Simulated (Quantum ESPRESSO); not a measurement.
How far to go with the plane-wave cutoff: Nb (Im-3m, 1 atom in the cell)

```
Nb
1.0
    1.65825     1.65825     1.65825
   -1.65825     1.65825     1.65825
   -1.65825    -1.65825     1.65825
Nb
1
Direct
  0.00000   0.00000   0.00000
```

Level of theory: PBE, SSSP 1.1.2 efficiency (PBE) pseudopotentials (plane waves; Quantum ESPRESSO 7.5).

Base settings: ecutwfc = 50 Ry; ecutrho = 400 Ry; occupations = smearing; smearing = fermi-dirac; degauss = 0.0073499 Ry; potentials = {Nb: Nb.pbe-spn-kjpaw_psl.0.3.0.UPF}; K_POINTS = automatic 8 8 8 0 0 0; conv_thr = 1e-10 Ry; mixing_beta = 0.7.

Moved along: ecutrho.

The second cell is the first with its lattice scaled by 0.98.

The mesh stays at the base's, so the ladder's end is converged at best in this setting alone.

Only quantities that move along the ladder and can be compared are tabulated.

The count of work is k-points × plane waves × bands × iterations; it is no time. 

The starting cell has typed, rounded lattice constants, without a prior relaxation at this level. Its lattice was rescaled by up to half a per cent. Spin polarisation is off.

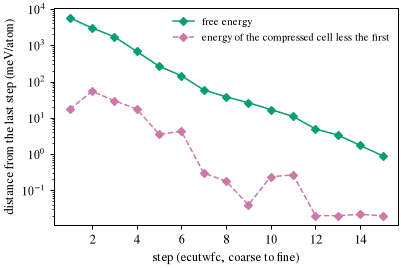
*Distance from the last step along the ladder; very small values are drawn at a floor.*

```tsv
ecutwfc	free energy less the last step's (meV/atom)	energy of the compressed cell less the first (meV/atom)	pressure (GPa)	count of work / last
17.5 Ry	5743.85	52.07	-160.43	0.046
20 Ry	3014.72	-18.58	-98.30	0.063
22 Ry	1721.31	64.85	-63.56	0.086
25 Ry	678.65	52.65	-30.30	0.10
28 Ry	264.76	38.66	-13.21	0.12
30 Ry	144.71	39.33	-7.15	0.13
35 Ry	58.74	34.83	-1.91	0.18
40 Ry	37.81	35.31	-1.03	0.20
45 Ry	25.98	35.17	-0.95	0.24
50 Ry	16.92	35.37	-0.82	0.27
55 Ry	10.88	35.40	-0.67	0.32
68 Ry	4.91	35.12	-0.52	0.43
75 Ry	3.35	35.14	-0.49	0.51
88 Ry	1.72	35.15	-0.45	0.63
100 Ry	0.90	35.14	-0.45	0.77
120 Ry	0.00	35.13	-0.43	1.0
```

Coarsest ecutwfc that holds the energy of the compressed cell less the first within 0.5 meV/atom of the last step, with all finer ones: 35 Ry, at 0.18 of the last step's count of work; the step before is off by 4.2 meV/atom.

Coarsest ecutwfc that holds the pressure within 1 GPa of the last step, with all finer ones: 40 Ry, at 0.20 of the last step's count of work; the step before is off by 1.5 GPa.

State of the free energy at the end of the ladder: still drifting one way, by 1.7 meV/atom over the last two steps, so the last step is no safe reference.

The energy difference between the two cells stays within 1 meV/atom of the last step's from 35 Ry on, the total only from 100 Ry on: much of the error is common to both cells and cancels.

At the lowest cutoff the pressure lies 160 GPa under the last step's, the usual sign of Pulay stress in an incomplete plane-wave basis.
